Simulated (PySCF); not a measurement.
# C6H5NOSe: excited states, first hyperpolarisability

Aim: compute the excited states, first hyperpolarisability of C6H5NOSe (`[C-]#[N+]c1ccc([Se]C)o1`).

Programs: PySCF 2.14.0, with routines of our own; each step states its level. All values are computed. Atoms count from 0.

## 1. The system as given

14 atoms, charge 0, multiplicity 1; geometry from: GFN2-xTB.

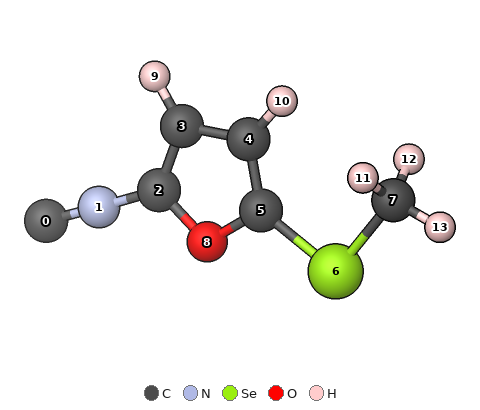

The starting geometry (carbon dark grey, nitrogen light blue, selenium green, oxygen red, hydrogen pink).

## 2. Optimising the geometry at PBE0-D3(BJ)/def2-SVP

The job: settings as JSON, then the geometry in Å.

```
{"job": {"xc": "PBE0", "basis": "def2-SVP", "d3": "d3bj", "grid": 2, "kind": "geom"}, "charge": 0, "multiplicity": 1}
C     -4.524124     0.524272     0.515627
N     -3.363757     0.464423     0.380276
C     -2.030655     0.417961     0.235371
C     -1.099425     1.422351     0.282203
C      0.150472     0.803601     0.072541
C     -0.113522    -0.531950    -0.086541
Se     0.954310    -2.044398    -0.399584
C      2.677411    -1.121536    -0.381585
O     -1.430990    -0.776790     0.009582
H     -1.291377     2.462877     0.444810
H      1.105106     1.285869     0.044465
H      2.814754    -0.637521     0.581564
H      2.705609    -0.395176    -1.189326
H      3.445510    -1.874455    -0.531569
```

The run is started by

```sh
OMP_NUM_THREADS=1 python excited_run.py task.json out
```

One launch serves the whole session: the jobs run in the order shown.

The log of the run:

```text
step   0  E = -2761.84769146  max force = 0.021940
step   1  E = -2761.84927441  max force = 0.005089
step   2  E = -2761.84931989  max force = 0.001841
step   3  E = -2761.84933727  max force = 0.002034
step   4  E = -2761.84934459  max force = 0.000969
step   5  E = -2761.84935250  max force = 0.000453
step   6  E = -2761.84935438  max force = 0.000281
optimisation converged
```

It took 75 s on 1 thread of Intel Xeon 6975P-C, shared host; peak memory 0.82 GiB.

Relaxation path:

| step | energy from step 0 (eV) | largest force component (eV/Å) |
| --- | --- | --- |
| 0 | 0.0000 | 1.1282 |
| 1 | -0.0431 | 0.2617 |
| 2 | -0.0443 | 0.0947 |
| 3 | -0.0448 | 0.1046 |
| 4 | -0.0450 | 0.0498 |
| 5 | -0.0452 | 0.0233 |
| 6 | -0.0453 | 0.0144 |

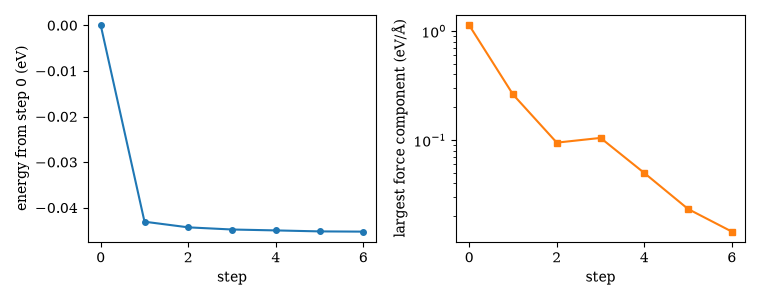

Energy and largest force along the relaxation.

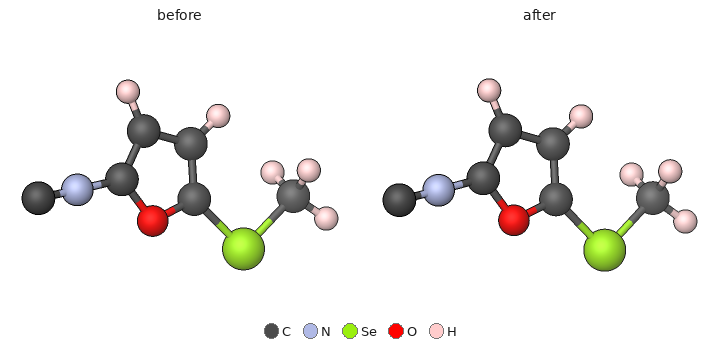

The geometry before (left) and after (right).

Distances of close pairs at the start and the end, largest changes first:

| bond | before (Å) | after (Å) | change (Å) |
| --- | --- | --- | --- |
| Se6–C7 | 1.955 | 1.937 | -0.018 |
| C4–H10 | 1.070 | 1.086 | +0.016 |
| C3–H9 | 1.071 | 1.087 | +0.016 |
| C3–C4 | 1.410 | 1.426 | +0.015 |
| C7–H13 | 1.086 | 1.098 | +0.012 |
| C7–H11 | 1.087 | 1.098 | +0.011 |
| C7–H12 | 1.087 | 1.098 | +0.011 |
| C0–N1 | 1.170 | 1.179 | +0.010 |

The final coordinates are the input of the step that follows.

| at the end point | value |
| --- | --- |
| point group (found at 0.08 Å tolerance) | Cs |
| rotational constants (GHz, main isotopes) | 3.683, 0.588, 0.509 |
| dipole moment (D) | 5.56 |

## 3. Excited states: TDA CAM-B3LYP/def2-TZVP

The job: settings as JSON, then the geometry in Å.

```
{"job": {"kind": "states", "xc": "CAM-B3LYP", "basis": "def2-TZVP", "tda": true, "soc": true, "nstates": 6, "ntriplets": 5, "nquad": 4}, "charge": 0, "multiplicity": 1}
C     -4.200387     0.470310     0.514437
N     -3.027310     0.444299     0.394562
C     -1.684156     0.432959     0.260093
C     -0.745928     1.425521     0.297504
C      0.509454     0.782946     0.088189
C      0.229646    -0.552420    -0.059566
Se     1.273894    -2.084150    -0.366717
C      2.977517    -1.164449    -0.413791
O     -1.096440    -0.770015     0.043711
H     -0.940349     2.482985     0.455846
H      1.487655     1.254217     0.052490
H      3.174241    -0.669461     0.546374
H      3.001452    -0.439727    -1.238331
H      3.737654    -1.937381    -0.586787
```

Method: TDA CAM-B3LYP/def2-TZVP excited states, vertical, gas phase, spin-orbit mean-field couplings.

The log of the run:

```text
coarse grid: 61072 points
cycle   1  E = -2763.1014920118  dE =  9.696e-01  |g| = 6.356e-01  |ddm| = 3.525e+00
cycle   2  E = -2763.0973645191  dE =  4.127e-03  |g| = 6.871e-01  |ddm| = 7.961e-01
cycle   3  E = -2763.1723500936  dE = -7.499e-02  |g| = 1.073e-01  |ddm| = 3.699e-01
cycle   4  E = -2763.1739341986  dE = -1.584e-03  |g| = 5.221e-02  |ddm| = 8.766e-02
cycle   5  E = -2763.1744044718  dE = -4.703e-04  |g| = 1.715e-02  |ddm| = 3.757e-02
cycle   6  E = -2763.1744653566  dE = -6.088e-05  |g| = 4.742e-03  |ddm| = 1.520e-02
cycle   7  E = -2763.1744695911  dE = -4.235e-06  |g| = 1.772e-03  |ddm| = 4.621e-03
final grid: 129384 points
cycle   8  E = -2763.1744883634  dE =  7.187e-07  |g| = 2.761e-03  |ddm| = 4.346e-03
cycle   9  E = -2763.1744858585  dE =  2.505e-06  |g| = 4.458e-03  |ddm| = 4.070e-03
cycle  10  E = -2763.1744899854  dE = -4.127e-06  |g| = 2.786e-04  |ddm| = 2.457e-03
cycle  11  E = -2763.1744900017  dE = -1.636e-08  |g| = 4.843e-05  |ddm| = 1.724e-04
cycle  12  E = -2763.1744900026  dE = -8.545e-10  |g| = 3.272e-05  |ddm| = 8.278e-05
cycle  13  E = -2763.1744900029  dE = -2.874e-10  |g| = 8.420e-06  |ddm| = 4.258e-05
converged SCF energy = -2763.1744900029

Singlet excitations
state   eV       nm        f     d(h-e)  d(exc)  Lambda  PR(NTO)  |dmu|/D   mu/D   main configurations
  1   4.6115   268.9   0.00003   0.957   3.096   0.446   1.007    3.622    3.954   H->L+1 0.85, H-1->L+1 0.08
  2   4.9795   249.0   0.60998   1.877   3.751   0.672   1.094    5.635   10.469   H->L 0.94
  3   5.4735   226.5   0.00025   2.119   3.801   0.387   1.046    7.301   12.540   H->L+2 0.85, H-1->L+2 0.10
  4   6.2888   197.2   0.00386   0.845   3.400   0.483   1.138    3.298    3.558   H->L+4 0.50, H->L+5 0.38
  5   6.3371   195.6   0.10032   0.726   3.265   0.701   1.499                     H->L+3 0.78, H-2->L 0.16
  6   6.5796   188.4   0.00093   1.472   3.835   0.485   1.109                     H->L+5 0.48, H->L+4 0.41

Triplet excitations (Tamm-Dancoff)
state   eV     d(h-e)  d(exc)  Lambda  PR(NTO)   main configurations
  1   3.2206   0.644   3.056   0.678   1.072   H->L 0.80, H-1->L 0.12
  2   4.1709   0.760   2.914   0.446   1.008   H->L+1 0.79, H-1->L+1 0.12
  3   4.8031   0.323   2.730   0.707   1.526   H->L+3 0.69, H-2->L 0.10, H-1->L 0.09
  4   5.1880   1.458   3.565   0.401   1.187   H->L+2 0.74
  5   5.5908   0.709   1.859   0.605   1.002   H-3->L+2 0.90
S1 - T1 = 1.3909 eV

Spin-orbit couplings |<S|Hso|T>| (cm-1)
             T1       T2       T3       T4       T5
S0        0.743  706.839    3.601  283.432   21.087
S1       74.867    2.581   71.438  139.754    0.426
S2        0.252   80.738    0.052   36.087    0.582
S3       23.290   70.840   32.661    8.673    4.147
S4       74.438  236.457   73.175   17.634    0.477
S5        1.204   89.435    1.168   41.121    0.354
S6       15.682    8.041   16.345   28.182    0.163
T1 sublevels (cm-1): 0.000 0.212 0.339   radiative rates (1/s): 38.7 0.0958 0.0189
```

Run time: 83 s. Hardware: 1 thread of Intel Xeon 6975P-C, shared host; peak memory 1.4 GiB.

Key values:

| quantity | value |
| --- | --- |
| S1 less T1 | 1.39 eV |

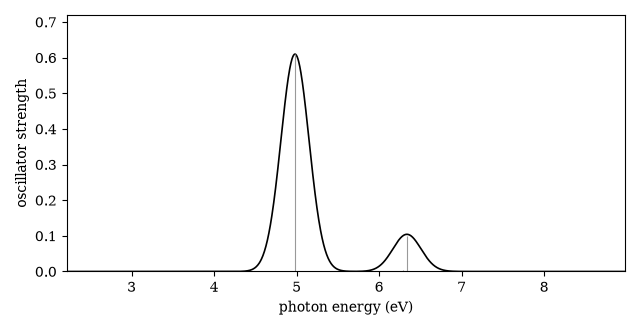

Absorption lines of the singlets. Lines are broadened to a width of 0.40 eV (Gaussian).

## 4. Excited states: TDDFT CAM-B3LYP/aug-cc-pVDZ

Settings changed since step 3:

```diff
@@ -1,2 +1,2 @@
-{"job": {"kind": "states", "xc": "CAM-B3LYP", "basis": "def2-TZVP", "tda": true, "soc": true, "nstates": 6, "ntriplets": 5, "nquad": 4}, "charge": 0, "multiplicity": 1}
+{"job": {"kind": "states", "xc": "CAM-B3LYP", "basis": "aug-cc-pVDZ", "tpa": true, "nstates": 8, "nquad": 6, "ntriplets": 0}, "charge": 0, "multiplicity": 1}
 C     -4.200387     0.470310     0.514437
```

Method: TDDFT CAM-B3LYP/aug-cc-pVDZ excited states, vertical, gas phase, two-photon moments by quadratic response.

The log of the run:

```text
coarse grid: 61072 points
cycle   1  E = -2762.9813923979  dE =  1.038e+00  |g| = 5.268e-01  |ddm| = 1.645e+01
cycle   2  E = -2762.9789828940  dE =  2.410e-03  |g| = 5.998e-01  |ddm| = 3.003e+00
cycle   3  E = -2763.0457457394  dE = -6.676e-02  |g| = 7.713e-02  |ddm| = 1.381e+00
cycle   4  E = -2763.0465078472  dE = -7.621e-04  |g| = 5.173e-02  |ddm| = 2.563e-01
cycle   5  E = -2763.0470652508  dE = -5.574e-04  |g| = 1.106e-02  |ddm| = 1.387e-01
cycle   6  E = -2763.0470911705  dE = -2.592e-05  |g| = 4.988e-03  |ddm| = 3.834e-02
cycle   7  E = -2763.0470968698  dE = -5.699e-06  |g| = 9.775e-04  |ddm| = 1.456e-02
final grid: 129384 points
cycle   8  E = -2763.0470976845  dE =  5.972e-08  |g| = 1.448e-03  |ddm| = 1.387e-02
cycle   9  E = -2763.0470970101  dE =  6.744e-07  |g| = 2.317e-03  |ddm| = 7.392e-03
cycle  10  E = -2763.0470981530  dE = -1.143e-06  |g| = 1.225e-04  |ddm| = 4.237e-03
cycle  11  E = -2763.0470981568  dE = -3.869e-09  |g| = 5.033e-05  |ddm| = 4.458e-04
cycle  12  E = -2763.0470981577  dE = -9.150e-10  |g| = 2.100e-05  |ddm| = 1.951e-04
converged SCF energy = -2763.0470981577

Singlet excitations
state   eV       nm        f     d(h-e)  d(exc)  Lambda  PR(NTO)  |dmu|/D   mu/D   delta(TPA)   sigma/GM   main configurations
  1   4.4766   277.0   0.00003   1.238   3.497   0.300   1.010    4.971    3.649       11.67      0.086   H->L+1 0.47, H->L+2 0.12, H->L+5 0.12
  2   4.7168   262.9   0.45335   1.691   3.741   0.644   1.136    5.153   10.076     1138.47      9.279   H->L 0.95
  3   5.1908   238.9   0.00554   0.635   4.350   0.291   1.079    2.384    5.133       49.12      0.485   H->L+2 0.37, H->L+1 0.24, H->L+3 0.16
  4   5.4584   227.1   0.00053   0.534   4.295   0.320   1.145    1.834    5.890        6.12      0.067   H->L+6 0.26, H->L+5 0.24, H->L+3 0.16
  5   5.6441   219.7   0.01790   0.742   4.351   0.318   1.195    3.724    6.684       95.91      1.119   H->L+3 0.43, H->L+5 0.16, H->L+7 0.12
  6   5.9214   209.4   0.09435   1.182   4.315   0.351   1.173    4.547    1.613      524.68      6.740   H->L+4 0.69, H->L+9 0.16
  7   5.9945   206.8   0.00019   1.489   5.081   0.310   1.170                                            H->L+2 0.28, H->L+7 0.20, H->L+6 0.12
  8   6.3198   196.2   0.04363   0.855   4.356   0.504   1.250                                            H->L+9 0.62, H->L+4 0.23
```

Wall time 67 s (1 thread of Intel Xeon 6975P-C, shared host); peak memory 1.3 GiB.

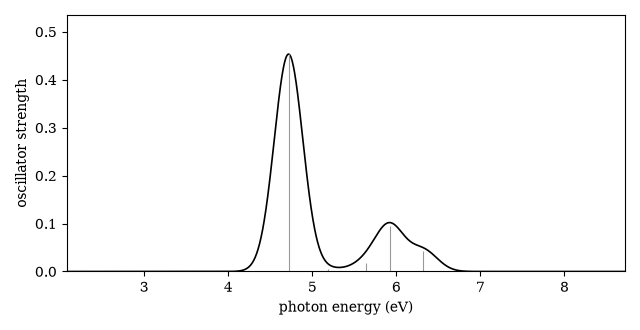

Absorption lines of the singlets. Lines are broadened to a width of 0.40 eV (Gaussian).

## 5. First hyperpolarisability: quadratic response CAM-B3LYP/aug-cc-pVDZ

Settings changed since step 4:

```diff
@@ -1,2 +1,2 @@
-{"job": {"kind": "states", "xc": "CAM-B3LYP", "basis": "aug-cc-pVDZ", "tpa": true, "nstates": 8, "nquad": 6, "ntriplets": 0}, "charge": 0, "multiplicity": 1}
+{"job": {"kind": "beta", "xc": "CAM-B3LYP", "basis": "aug-cc-pVDZ"}, "charge": 0, "multiplicity": 1}
 C     -4.200387     0.470310     0.514437
```

Method: quadratic response CAM-B3LYP/aug-cc-pVDZ first hyperpolarisability, Taylor convention, gas phase.

The log of the run:

```text
coarse grid: 61072 points
cycle   1  E = -2762.9813923979  dE =  1.038e+00  |g| = 5.268e-01  |ddm| = 1.645e+01
cycle   2  E = -2762.9789828940  dE =  2.410e-03  |g| = 5.998e-01  |ddm| = 3.003e+00
cycle   3  E = -2763.0457457394  dE = -6.676e-02  |g| = 7.713e-02  |ddm| = 1.381e+00
cycle   4  E = -2763.0465078472  dE = -7.621e-04  |g| = 5.173e-02  |ddm| = 2.563e-01
cycle   5  E = -2763.0470652508  dE = -5.574e-04  |g| = 1.106e-02  |ddm| = 1.387e-01
cycle   6  E = -2763.0470911705  dE = -2.592e-05  |g| = 4.988e-03  |ddm| = 3.834e-02
cycle   7  E = -2763.0470968698  dE = -5.699e-06  |g| = 9.775e-04  |ddm| = 1.456e-02
final grid: 129384 points
cycle   8  E = -2763.0470976845  dE =  5.972e-08  |g| = 1.448e-03  |ddm| = 1.387e-02
cycle   9  E = -2763.0470970101  dE =  6.744e-07  |g| = 2.317e-03  |ddm| = 7.392e-03
cycle  10  E = -2763.0470981530  dE = -1.143e-06  |g| = 1.225e-04  |ddm| = 4.237e-03
cycle  11  E = -2763.0470981568  dE = -3.869e-09  |g| = 5.033e-05  |ddm| = 4.458e-04
cycle  12  E = -2763.0470981577  dE = -9.150e-10  |g| = 2.100e-05  |ddm| = 1.951e-04
converged SCF energy = -2763.0470981577

Lowest singlets (eV, f): 4.4766 0.0000  4.7168 0.4533  5.1908 0.0055

First hyperpolarisability (au)
process     nm      |vector|   parallel      HRS      DR
static         -      955.49      536.8     411.22   4.434
shg       1907.0     1068.44     597.88     459.13   4.466
eope      1907.0      990.94      556.0          -       -
shg       1064.0     1409.96     781.16     603.63    4.55
eope      1064.0     1077.19      602.6          -       -
```

Wall time 52 s (1 thread of Intel Xeon 6975P-C, shared host); peak memory 1.3 GiB.

## 6. Excited states: TDA CAM-B3LYP/def2-TZVP in ethanol

Settings changed since step 5:

```diff
@@ -1,2 +1,2 @@
-{"job": {"kind": "beta", "xc": "CAM-B3LYP", "basis": "aug-cc-pVDZ"}, "charge": 0, "multiplicity": 1}
+{"job": {"kind": "states", "xc": "CAM-B3LYP", "basis": "def2-TZVP", "tda": true, "soc": true, "nstates": 6, "ntriplets": 5, "nquad": 4, "solvent": "ethanol"}, "charge": 0, "multiplicity": 1}
 C     -4.200387     0.470310     0.514437
```

Method: TDA CAM-B3LYP/def2-TZVP excited states, vertical, IEF-PCM ethanol (non-equilibrium response), spin-orbit mean-field couplings.

The log of the run:

```text
coarse grid: 61072 points
cycle   1  E = -2763.1127007737  dE =  9.587e-01  |g| = 6.294e-01  |ddm| = 3.521e+00
cycle   2  E = -2763.1112569324  dE =  1.444e-03  |g| = 6.681e-01  |ddm| = 7.433e-01
cycle   3  E = -2763.1822073087  dE = -7.095e-02  |g| = 9.466e-02  |ddm| = 3.505e-01
cycle   4  E = -2763.1834451457  dE = -1.238e-03  |g| = 4.734e-02  |ddm| = 8.530e-02
cycle   5  E = -2763.1838379382  dE = -3.928e-04  |g| = 1.369e-02  |ddm| = 3.604e-02
cycle   6  E = -2763.1838772724  dE = -3.933e-05  |g| = 4.605e-03  |ddm| = 1.303e-02
cycle   7  E = -2763.1838815736  dE = -4.301e-06  |g| = 1.423e-03  |ddm| = 4.337e-03
final grid: 129384 points
cycle   8  E = -2763.1839006714  dE =  1.760e-07  |g| = 2.128e-03  |ddm| = 4.125e-03
cycle   9  E = -2763.1838994253  dE =  1.246e-06  |g| = 3.285e-03  |ddm| = 2.786e-03
cycle  10  E = -2763.1839016259  dE = -2.201e-06  |g| = 1.793e-04  |ddm| = 1.710e-03
cycle  11  E = -2763.1839016349  dE = -9.042e-09  |g| = 8.490e-05  |ddm| = 1.632e-04
cycle  12  E = -2763.1839016382  dE = -3.322e-09  |g| = 3.410e-05  |ddm| = 1.745e-04
cycle  13  E = -2763.1839016386  dE = -3.392e-10  |g| = 7.960e-06  |ddm| = 4.580e-05
converged SCF energy = -2763.1839016386

Singlet excitations
state   eV       nm        f     d(h-e)  d(exc)  Lambda  PR(NTO)  |dmu|/D   mu/D   main configurations
  1   4.6974   263.9   0.69795   1.973   3.828   0.650   1.083    6.940   13.403   H->L 0.95
  2   4.7352   261.8   0.00039   0.872   3.049   0.472   1.010    3.623    5.767   H->L+2 0.79, H->L+1 0.08, H-1->L+2 0.08
  3   5.1607   240.2   0.00016   2.420   3.888   0.375   1.027    9.401   16.302   H->L+1 0.77, H-1->L+1 0.12
  4   6.2822   197.4   0.14667   0.961   3.220   0.701   1.611    3.084    9.067   H->L+3 0.74, H-2->L 0.12
  5   6.3751   194.5   0.00611   0.786   3.285   0.518   1.138                     H->L+4 0.80, H->L+5 0.08
  6   6.5649   188.9   0.15521   1.264   3.728   0.685   1.284                     H-1->L 0.78

Triplet excitations (Tamm-Dancoff)
state   eV     d(h-e)  d(exc)  Lambda  PR(NTO)   main configurations
  1   3.1325   0.745   3.138   0.659   1.066   H->L 0.79, H-1->L 0.13
  2   4.3087   0.714   2.883   0.474   1.008   H->L+2 0.77, H-1->L+2 0.11
  3   4.8201   0.302   2.732   0.699   1.643   H->L+3 0.65, H-2->L 0.13, H-1->L 0.11
  4   4.9291   2.114   3.723   0.377   1.067   H->L+1 0.75, H-1->L+1 0.12
  5   5.6872   1.577   3.601   0.646   1.513   H-2->L 0.37, H-1->L 0.23, H->L+3 0.16
S1 - T1 = 1.5648 eV

Spin-orbit couplings |<S|Hso|T>| (cm-1)
             T1       T2       T3       T4       T5
S0        0.617  702.019    3.789  155.035    6.501
S1        1.611   75.576    1.683   20.466    0.526
S2       74.332    5.269   72.085   73.871    7.689
S3       19.273   46.226   29.178    6.931    7.869
S4        0.596  101.477    0.570   28.464    0.472
S5       73.518  220.198   73.062   18.869   12.730
S6        0.316   81.756    0.138   10.919    0.483
T1 sublevels (cm-1): 0.000 0.218 0.301   radiative rates (1/s): 24.3 1.22 0.513
```

Wall time 81 s (1 thread of Intel Xeon 6975P-C, shared host); peak memory 1.4 GiB.

Key values:

| quantity | value |
| --- | --- |
| S1 less T1 | 1.56 eV |

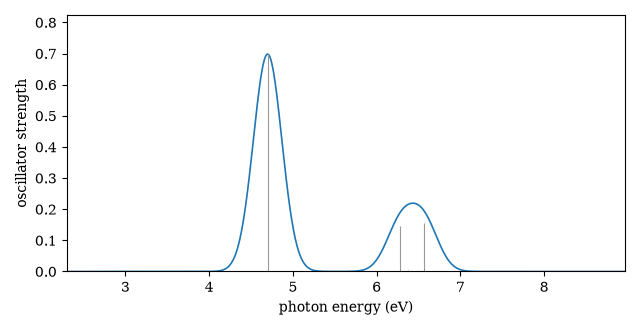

Absorption lines of the singlets. Lines are broadened to a width of 0.40 eV (Gaussian).

## 7. Summary of results

| quantity | value |
| --- | --- |
| point group | Cs |
| rotational constants (main isotopes) | 3.68, 0.59, 0.51 GHz |
| S1 less T1 (step 3, TDA CAM-B3LYP/def2-TZVP) | 1.39 eV |
| β vector (step 5, quadratic response CAM-B3LYP/aug-cc-pVDZ) | static 955, SHG 1907.0 nm 1068, SHG 1064.0 nm 1410 au |
| S1 less T1 (step 6, TDA CAM-B3LYP/def2-TZVP in ethanol) | 1.56 eV |

What this shows: The optimisation took 6 steps and gained 0.045 eV; among the close pairs (by a distance rule), Se6–C7 changed most, from 1.955 to 1.937 Å. Scalar relativity is left out for the heavy atoms. In step 3, the number of triplets below S1 is 2, and the largest singlet-triplet spin-orbit coupling is S0–T2, 706.84 cm⁻¹. Steps that list no spin-orbit terms leave them out, which matters at and beside the heavy atoms. β grows from 955 au (static) to 1410 au for doubling at 1064.0 nm: normal dispersion, which grows as twice the photon energy moves toward the bright states. In step 6, the number of triplets below S1 is 2, and the largest singlet-triplet spin-orbit coupling is S0–T2, 702.02 cm⁻¹.
